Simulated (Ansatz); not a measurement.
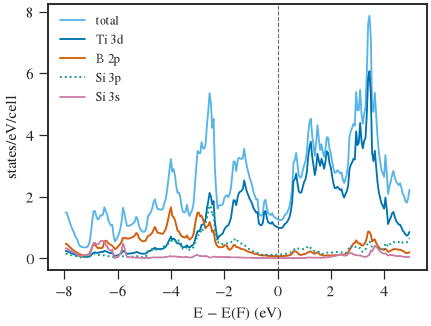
Total and projected density of states of Ti2SiB2 in space group P-6m2 (No. 187; Ti on 2h, Si on 1a, B on 1b, B on 1f), DFT-PBE in the program Ansatz with PAW potentials

Q: Which orbitals carry the states next to the Fermi level?

A: Within 0.5 eV of the Fermi level: Ti 3d 80 %, Si 3p 9 %, B 2p 6 %. Projections are on Löwdin-orthogonalised atomic valence shells; empty p or d shells of many metals are not among them.

Q: Where is the tallest occupied peak in this window, and what makes it?

A: Near -2.5 eV, about 5.4 states/eV per cell; the largest projected share is Ti 3d.

The start of the workflow was typed in or built on a structure type; neither database checked (COD, Materials Project) lists it. Its standing as an ambient phase is unchecked. Symmetry was held in the PBE relaxation; its stability against distortions is not shown here. The run is not spin-polarised.

Potentials: the earlier of the program's two PAW sets.
